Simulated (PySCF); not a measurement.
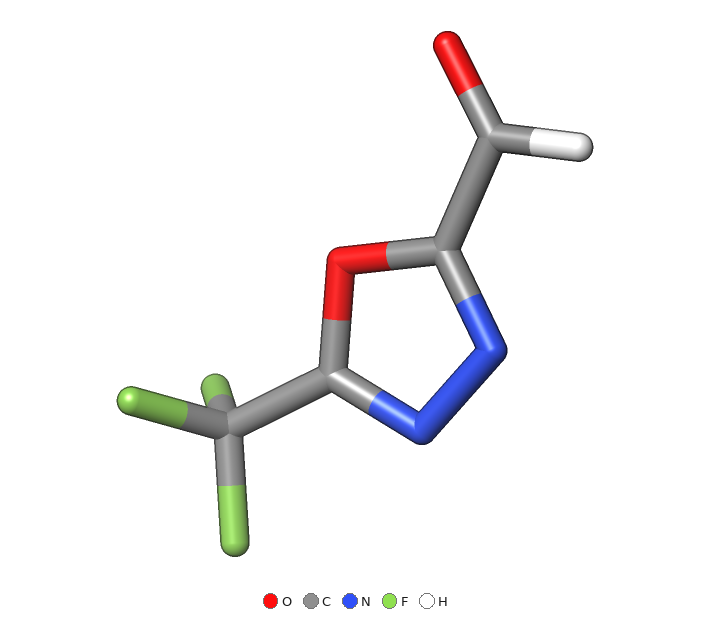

The geometry was computed by an optimisation with GFN2-xTB. No frequency run is at hand to confirm it as a minimum. Properties computed with CAM-B3LYP/def2-SVPD, gas phase (PySCF 2.14.0). Excitations: vertical, linear response.

Estimate the dipole moment.

0.83 D.

Estimate the brightest of the 8 lowest singlets.

5.80 eV.

What is the HOMO–LUMO gap?

8.17 eV.

What is the HOMO energy (Kohn–Sham orbital)?

−10.42 eV.
